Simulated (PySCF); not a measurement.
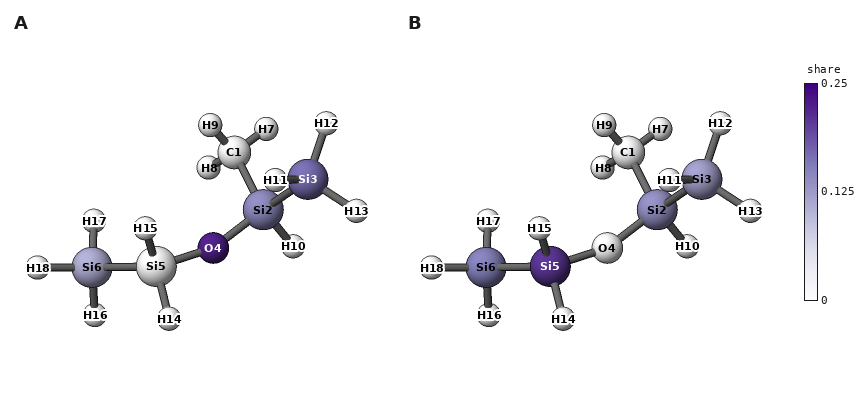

Each panel colours the atoms by their Löwdin share in one orbital (up to four of the largest shares; other atoms are shown as zero). Computed geometry: GFN2-xTB optimisation. No frequency run is at hand to confirm it as a minimum. Method: CAM-B3LYP/def2-SVPD (PySCF 2.14.0).

Question: The panels show the HOMO, LUMO, in some order. Which is which?

Answer: A: HOMO, −8.97 eV; O4 0.22, Si3 0.17, Si2 0.14, Si6 0.11
B: LUMO, 0.35 eV; Si5 0.21, Si6 0.15, Si2 0.14, Si3 0.12

The geometry is semi-empirical. Around Si such bond lengths and angles can be off by a tenth of an ångström or more and by several degrees, and values that hang on the shape move with them.
